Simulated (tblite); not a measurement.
Run report: C7H12OSSi, geometry relaxation (part 1 of 4)

System: C7H12OSSi.
Method: GFN2-xTB geometry optimisation, gas phase (tblite 0.8.0).

It belongs to a series of runs on one base structure; here: H on C replaced by isopropenyl.

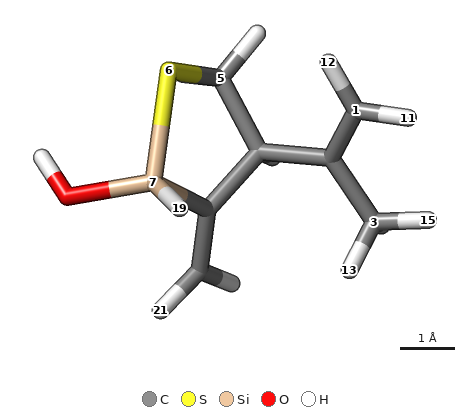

Fig. 1: The starting structure (stick view, seen at a tilt; atoms are numbered from 1 in the order of the input).

## Input file
```
{"job": {"kind": "relax", "xc": "GFN2-xTB", "basis": "xTB"}, "charge": 0, "multiplicity": 1}
C     -1.939400     0.652600     1.502800
C     -1.406700     0.509200     0.273900
C     -1.792600     1.445200    -0.822400
C     -0.413600    -0.593600    -0.122200
C     -0.221100    -1.778200     0.894500
S      0.981600    -1.357800     2.203600
Si     2.057000     0.070600     1.026600
O      3.565400    -0.565400     0.777300
C      0.965600    -0.035200    -0.469700
C      1.351700     0.259100    -1.718000
H     -2.656700     1.453600     1.710400
H     -1.720400     0.002900     2.342900
H     -0.960400     2.072500    -1.120700
H     -2.153100     0.885700    -1.698100
H     -2.613500     2.131500    -0.520100
H     -0.846900    -1.064400    -1.001500
H      0.184100    -2.642100     0.355000
H     -1.167200    -2.097800     1.339000
H      2.104200     1.407900     1.663700
H      3.635300    -1.514100     0.980700
H      2.354100     0.629500    -1.938600
H      0.682300     0.147700    -2.566300
```

The first line tells a small driver script what to run in tblite; the rest is the geometry in Å.

Hardware: 1 CPU thread, shared host.

Launch command:
```bash
OMP_NUM_THREADS=1 python <driver script> task.json out
```

## What the program printed
```
step      E/eV     max force
  0    -820.67199    1.593
  1    -820.75211    0.994
  2    -820.78251    0.475
  3    -820.80306    0.445
  4    -820.84209    0.347
  5    -820.85441    0.290
  6    -820.86693    0.351
  7    -820.87383    0.228
  8    -820.88066    0.199
  9    -820.88614    0.165
 10    -820.89115    0.178
 11    -820.89739    0.186
 12    -820.90375    0.199
 13    -820.90846    0.150
 14    -820.91095    0.105
 15    -820.91232    0.093
 16    -820.91333    0.099
 17    -820.91411    0.067
 18    -820.91471    0.054
 19    -820.91532    0.059
 20    -820.91605    0.088
 21    -820.91694    0.100
 22    -820.91800    0.082
 23    -820.91918    0.076
 24    -820.92048    0.087
 25    -820.92195    0.083
 26    -820.92358    0.088
 27    -820.92522    0.104
 28    -820.92656    0.097
 29    -820.92750    0.067
 30    -820.92815    0.061
 31    -820.92869    0.068
 32    -820.92921    0.076
 33    -820.92978    0.061
 34    -820.93051    0.071
 35    -820.93145    0.072
 36    -820.93242    0.079
 37    -820.93344    0.062
 38    -820.93430    0.061
 39    -820.93505    0.056
 40    -820.93571    0.062
 41    -820.93626    0.051
 42    -820.93669    0.043
 43    -820.93710    0.049
 44    -820.93760    0.049
 45    -820.93828    0.066
 46    -820.93913    0.082
 47    -820.94004    0.072
 48    -820.94084    0.064
 49    -820.94165    0.062
 50    -820.94241    0.075
 51    -820.94306    0.052
 52    -820.94351    0.044
 53    -820.94390    0.051
 54    -820.94431    0.071
 55    -820.94479    0.078
 56    -820.94531    0.055
 57    -820.94582    0.056
 58    -820.94628    0.043
 59    -820.94675    0.068
 60    -820.94719    0.060
 61    -820.94762    0.051
 62    -820.94800    0.045
 63    -820.94836    0.047
 64    -820.94869    0.054
 65    -820.94901    0.040
 66    -820.94934    0.050
 67    -820.94971    0.049
 68    -820.95011    0.045
 69    -820.95048    0.043
 70    -820.95071    0.031
 71    -820.95085    0.038
 72    -820.95095    0.031
 73    -820.95108    0.025
 74    -820.95119    0.024
 75    -820.95131    0.024
 76    -820.95144    0.026
 77    -820.95157    0.024
 78    -820.95170    0.028
 79    -820.95182    0.030
 80    -820.95194    0.026
 81    -820.95208    0.030
 82    -820.95220    0.031
 83    -820.95229    0.022
 84    -820.95236    0.017
 85    -820.95244    0.023
 86    -820.95253    0.025
 87    -820.95263    0.029
 88    -820.95272    0.027
 89    -820.95283    0.026
 90    -820.95294    0.022
 91    -820.95302    0.018
 92    -820.95307    0.017
 93    -820.95311    0.016
 94    -820.95316    0.024
 95    -820.95321    0.023
 96    -820.95325    0.014
 97    -820.95328    0.013
 98    -820.95331    0.016
 99    -820.95335    0.024
100    -820.95340    0.022
101    -820.95344    0.013
102    -820.95346    0.013
103    -820.95349    0.015
104    -820.95352    0.018
105    -820.95354    0.012
106    -820.95355    0.007
```

## Trajectory as extended XYZ (Å, eV, eV/Å), 37 of the 107 frames kept, from step=0 to step=106
```
22
Properties=species:S:1:pos:R:3:forces:R:3 step=0 energy=-820.67199
C    -1.9394    0.6526    1.5028    0.3030  -0.0610  -0.8280
C    -1.4067    0.5092    0.2739   -0.1300  -0.2070   1.5740
C    -1.7926    1.4452   -0.8224   -0.7520   0.3120  -0.2620
C    -0.4136   -0.5936   -0.1222   -0.0320  -0.2730   0.4030
C    -0.2211   -1.7782    0.8945   -0.1670   0.7330  -0.7130
S     0.9816   -1.3578    2.2036   -0.3460  -0.1120   0.3130
Si    2.0570    0.0706    1.0266    0.9790   0.1880   0.4430
O     3.5654   -0.5654    0.7773   -0.6600  -0.2090   0.2910
C     0.9656   -0.0352   -0.4697   -0.5280   0.0250  -0.9690
C     1.3517    0.2591   -1.7180   -0.1950  -0.0830   0.4790
H    -2.6567    1.4536    1.7104    0.3870  -0.4280  -0.1560
H    -1.7204    0.0029    2.3429    0.0750   0.1630  -0.3010
H    -0.9604    2.0725   -1.1207    0.2210  -0.0470  -0.1280
H    -2.1531    0.8857   -1.6981    0.2170   0.1580   0.1840
H    -2.6135    2.1315   -0.5201    0.5120  -0.5260  -0.0150
H    -0.8469   -1.0644   -1.0015   -0.0610  -0.0600  -0.3890
H     0.1841   -2.6421    0.3550    0.0210   0.1940   0.0280
H    -1.1672   -2.0978    1.3390    0.1770   0.2680   0.0830
H     2.1042    1.4079    1.6637    0.1230  -0.5590  -0.2050
H     3.6353   -1.5141    0.9807    0.1490   0.6660  -0.1530
H     2.3541    0.6295   -1.9386   -0.4610  -0.1440   0.1760
H     0.6823    0.1477   -2.5663    0.1670   0.0030   0.1440
22
Properties=species:S:1:pos:R:3:forces:R:3 step=3 energy=-820.80306
C    -1.9358    0.6485    1.4996    0.2040  -0.1030  -0.2880
C    -1.4012    0.5045    0.2932   -0.0340   0.0150   0.0290
C    -1.8003    1.4458   -0.8223    0.1930  -0.1140   0.0780
C    -0.4217   -0.5990   -0.1184   -0.0880   0.0980  -0.2090
C    -0.2269   -1.7545    0.8717   -0.0010   0.0390   0.0540
S     0.9648   -1.3583    2.2143   -0.2080   0.1350   0.0070
Si    2.0742    0.0730    1.0366   -0.4050  -0.1820  -0.0310
O     3.5464   -0.5636    0.7865    0.0900   0.0980   0.0340
C     0.9476   -0.0366   -0.4773   -0.0110   0.0380   0.0410
C     1.3415    0.2573   -1.7132   -0.1960  -0.0720   0.2870
H    -2.6413    1.4369    1.7028    0.0090   0.0050  -0.0340
H    -1.7152    0.0094    2.3302    0.1530  -0.1220   0.0980
H    -0.9554    2.0657   -1.1248    0.0490  -0.1130  -0.0260
H    -2.1451    0.8896   -1.6933    0.0720  -0.0320   0.0030
H    -2.6009    2.1153   -0.5163    0.0200  -0.0890   0.1260
H    -0.8497   -1.0635   -1.0151   -0.0580   0.0600  -0.1370
H     0.1848   -2.6292    0.3558    0.0220   0.1950  -0.0470
H    -1.1570   -2.0814    1.3410    0.0480   0.2390   0.0050
H     2.1126    1.3854    1.6567    0.1600  -0.0950   0.0170
H     3.6450   -1.4972    0.9765    0.1690   0.0510  -0.0230
H     2.3345    0.6238   -1.9289   -0.1170  -0.0150   0.1300
H     0.6887    0.1475   -2.5625   -0.0700  -0.0370  -0.1140
22
Properties=species:S:1:pos:R:3:forces:R:3 step=6 energy=-820.86693
C    -1.9155    0.6316    1.4921    0.0160   0.0120   0.0540
C    -1.3918    0.4974    0.2854   -0.0940  -0.0380   0.0260
C    -1.7829    1.4340   -0.8168   -0.0420   0.0490  -0.0870
C    -0.4383   -0.5961   -0.1419    0.0100  -0.1140   0.0500
C    -0.2328   -1.7282    0.8607   -0.1060  -0.1110   0.0540
S     0.9176   -1.3355    2.2273   -0.0820   0.0900   0.1060
Si    2.0396    0.0459    1.0423    0.0920   0.0980   0.0120
O     3.5362   -0.5429    0.8006   -0.0260  -0.0080   0.0290
C     0.9214   -0.0363   -0.4672   -0.0120  -0.0400   0.0240
C     1.3099    0.2514   -1.6960    0.1270   0.0920  -0.3140
H    -2.6232    1.4208    1.6904    0.0440  -0.0120   0.0380
H    -1.6862   -0.0017    2.3284    0.0970  -0.0660   0.0010
H    -0.9397    2.0442   -1.1311    0.1020   0.0290   0.0210
H    -2.1275    0.8848   -1.6892   -0.0190  -0.0950  -0.0690
H    -2.5860    2.0892   -0.4932    0.0150   0.0600   0.0240
H    -0.8619   -1.0518   -1.0475   -0.0240   0.0210  -0.0090
H     0.1899   -2.5914    0.3468    0.0110  -0.0400  -0.0340
H    -1.1520   -2.0336    1.3446   -0.2510  -0.0350  -0.0320
H     2.1456    1.3538    1.6550    0.0650   0.0000   0.0390
H     3.6819   -1.4746    0.9689    0.1220   0.0880  -0.0400
H     2.3013    0.6176   -1.8981    0.0680   0.0590   0.0550
H     0.6837    0.1408   -2.5687   -0.1120  -0.0400   0.0510
22
Properties=species:S:1:pos:R:3:forces:R:3 step=9 energy=-820.88614
C    -1.9063    0.6266    1.4963    0.0180  -0.0150  -0.0290
C    -1.3983    0.4904    0.2817    0.0320   0.0200   0.0200
C    -1.7813    1.4343   -0.8248    0.0460  -0.0870   0.0780
C    -0.4416   -0.6046   -0.1445   -0.0410   0.0430  -0.0200
C    -0.2467   -1.7344    0.8663   -0.0910   0.0230  -0.0690
S     0.8929   -1.3160    2.2408   -0.0960   0.0490  -0.0210
Si    2.0345    0.0455    1.0435   -0.0120   0.0710  -0.0340
O     3.5333   -0.5345    0.8069    0.0140   0.0580   0.0000
C     0.9181   -0.0383   -0.4749    0.0440  -0.0640   0.0380
C     1.3084    0.2552   -1.7067   -0.0150  -0.0200   0.0780
H    -2.6144    1.4170    1.6936    0.0650  -0.0470   0.0900
H    -1.6655   -0.0134    2.3287    0.0300   0.0450  -0.0830
H    -0.9248    2.0398   -1.1295   -0.0720  -0.0640   0.0340
H    -2.1244    0.8736   -1.6948   -0.0070   0.0650   0.0110
H    -2.5795    2.0896   -0.4850    0.0430   0.0420  -0.1000
H    -0.8683   -1.0466   -1.0571    0.0120  -0.0530   0.0570
H     0.1917   -2.5864    0.3418   -0.0770  -0.0580   0.1340
H    -1.1814   -2.0254    1.3403   -0.0280  -0.0870  -0.1140
H     2.1638    1.3488    1.6613    0.0340   0.0080   0.0230
H     3.7086   -1.4608    0.9623    0.0870  -0.0020  -0.0200
H     2.3034    0.6251   -1.8853   -0.0150   0.0500  -0.0800
H     0.6674    0.1341   -2.5679    0.0290   0.0210   0.0080
22
Properties=species:S:1:pos:R:3:forces:R:3 step=12 energy=-820.90375
C    -1.8939    0.6196    1.4976    0.0410   0.0030  -0.0660
C    -1.3986    0.4851    0.2796    0.0450   0.0050   0.0030
C    -1.7761    1.4240   -0.8234   -0.0770   0.0920  -0.0580
C    -0.4493   -0.6097   -0.1498    0.1020  -0.0270  -0.0480
C    -0.2755   -1.7367    0.8624    0.0920   0.0420   0.0630
S     0.8481   -1.2850    2.2499   -0.0490   0.0460  -0.1410
Si    2.0287    0.0540    1.0423   -0.0440  -0.1730   0.0880
O     3.5324   -0.5190    0.8153    0.0300   0.0030   0.0120
C     0.9190   -0.0508   -0.4776   -0.0690   0.0030   0.0490
C     1.3058    0.2567   -1.7076   -0.0060  -0.0180   0.0580
H    -2.5941    1.4059    1.7133   -0.0380   0.0700   0.0770
H    -1.6361   -0.0208    2.3171    0.0440  -0.0650   0.0880
H    -0.9178    2.0244   -1.1226    0.0390  -0.0230  -0.0260
H    -2.1219    0.8722   -1.6987    0.0000   0.0490   0.0400
H    -2.5644    2.0964   -0.4934    0.0000  -0.0050  -0.0530
H    -0.8743   -1.0507   -1.0600   -0.0180  -0.0620  -0.0420
H     0.1799   -2.5917    0.3599   -0.0600  -0.0610   0.0940
H    -1.2199   -2.0319    1.3154    0.0220  -0.0450  -0.0670
H     2.1897    1.3452    1.6722   -0.0060   0.0580   0.0100
H     3.7521   -1.4402    0.9503   -0.0200   0.0780  -0.0240
H     2.2996    0.6411   -1.8851   -0.1400  -0.0200  -0.0790
H     0.6563    0.1310   -2.5641    0.1110   0.0500   0.0230
22
Properties=species:S:1:pos:R:3:forces:R:3 step=15 energy=-820.91232
C    -1.8854    0.6168    1.4977    0.0200   0.0090   0.0470
C    -1.3955    0.4844    0.2770   -0.0310   0.0050  -0.0120
C    -1.7758    1.4250   -0.8254    0.0270   0.0320  -0.0140
C    -0.4489   -0.6150   -0.1563   -0.0400  -0.0250   0.0010
C    -0.2839   -1.7358    0.8628   -0.0010  -0.0440  -0.0170
S     0.8224   -1.2682    2.2465    0.0050  -0.0380   0.0850
Si    2.0242    0.0485    1.0491    0.0070   0.0150   0.0260
O     3.5336   -0.5085    0.8206    0.0010   0.0400   0.0220
C     0.9169   -0.0560   -0.4739    0.0110   0.0200   0.0110
C     1.3029    0.2556   -1.7021   -0.0120   0.0080  -0.0030
H    -2.5846    1.4041    1.7295    0.0410  -0.0070   0.0080
H    -1.6190   -0.0273    2.3159    0.0060   0.0010   0.0040
H    -0.9112    2.0154   -1.1225    0.0510   0.0240  -0.0500
H    -2.1221    0.8758   -1.6990   -0.0220  -0.0060  -0.0240
H    -2.5597    2.1018   -0.5020   -0.0400   0.0320   0.0120
H    -0.8777   -1.0590   -1.0643    0.0140  -0.0230  -0.0290
H     0.1690   -2.6010    0.3783    0.0190  -0.0560   0.0100
H    -1.2348   -2.0387    1.2968    0.0060   0.0230   0.0080
H     2.2001    1.3451    1.6763   -0.0440  -0.0380  -0.0350
H     3.7714   -1.4254    0.9423   -0.0180   0.0090  -0.0180
H     2.2871    0.6479   -1.8930    0.0080   0.0120  -0.0100
H     0.6605    0.1342   -2.5612   -0.0070   0.0080  -0.0220
22
Properties=species:S:1:pos:R:3:forces:R:3 step=18 energy=-820.91471
C    -1.8798    0.6172    1.5005    0.0190   0.0010  -0.0310
C    -1.3978    0.4844    0.2755    0.0110  -0.0110  -0.0050
C    -1.7742    1.4297   -0.8282    0.0050  -0.0250   0.0150
C    -0.4513   -0.6190   -0.1582    0.0050   0.0060   0.0030
C    -0.2848   -1.7404    0.8623   -0.0080  -0.0050   0.0010
S     0.8163   -1.2687    2.2534    0.0030  -0.0370  -0.0020
Si    2.0220    0.0457    1.0540   -0.0390  -0.0120  -0.0240
O     3.5346   -0.5016    0.8251   -0.0050   0.0130   0.0320
C     0.9159   -0.0556   -0.4719   -0.0160  -0.0200  -0.0220
C     1.3010    0.2565   -1.7008   -0.0020   0.0150  -0.0050
H    -2.5776    1.4044    1.7356    0.0390   0.0090   0.0120
H    -1.6135   -0.0297    2.3172    0.0050   0.0110  -0.0210
H    -0.9043    2.0154   -1.1287   -0.0430  -0.0120  -0.0080
H    -2.1243    0.8774   -1.7007    0.0030   0.0320   0.0140
H    -2.5614    2.1064   -0.5039    0.0520   0.0010  -0.0160
H    -0.8766   -1.0642   -1.0689    0.0230   0.0020   0.0150
H     0.1683   -2.6105    0.3848    0.0110  -0.0030   0.0050
H    -1.2381   -2.0383    1.2933   -0.0050   0.0010   0.0260
H     2.1967    1.3425    1.6739   -0.0390   0.0170   0.0020
H     3.7735   -1.4194    0.9375   -0.0100   0.0090  -0.0230
H     2.2838    0.6509   -1.8963    0.0130   0.0110   0.0210
H     0.6613    0.1363   -2.5626   -0.0230  -0.0010   0.0080
22
Properties=species:S:1:pos:R:3:forces:R:3 step=21 energy=-820.91694
C    -1.8707    0.6178    1.4997   -0.0020   0.0020  -0.0070
C    -1.3976    0.4820    0.2722    0.0460  -0.0100  -0.0030
C    -1.7712    1.4300   -0.8288   -0.0170  -0.0020  -0.0250
C    -0.4532   -0.6237   -0.1596    0.0470  -0.0370  -0.0050
C    -0.2881   -1.7464    0.8620    0.0100   0.0200   0.0400
S     0.8100   -1.2758    2.2599    0.0240   0.0070  -0.0970
Si    2.0134    0.0419    1.0557   -0.0030  -0.0080   0.0240
O     3.5334   -0.4910    0.8368   -0.0350  -0.0030   0.0340
C     0.9130   -0.0590   -0.4736    0.0180  -0.0160   0.0010
C     1.2985    0.2602   -1.7009   -0.0010  -0.0060  -0.0030
H    -2.5618    1.4064    1.7442    0.0080   0.0490  -0.0090
H    -1.6057   -0.0304    2.3141    0.0270  -0.0240   0.0040
H    -0.9036    2.0134   -1.1366    0.0140  -0.0060   0.0130
H    -2.1267    0.8839   -1.7011   -0.0140  -0.0240  -0.0210
H    -2.5536    2.1122   -0.5077    0.0270   0.0070   0.0320
H    -0.8717   -1.0697   -1.0714   -0.0240  -0.0120  -0.0060
H     0.1690   -2.6204    0.3928   -0.0360   0.0470  -0.0050
H    -1.2431   -2.0377    1.2941   -0.0010  -0.0240   0.0060
H     2.1852    1.3416    1.6713   -0.0460   0.0120   0.0050
H     3.7746   -1.4108    0.9275   -0.0090   0.0170  -0.0250
H     2.2822    0.6564   -1.8953   -0.0350  -0.0050   0.0280
H     0.6574    0.1384   -2.5624    0.0020   0.0150   0.0180
```
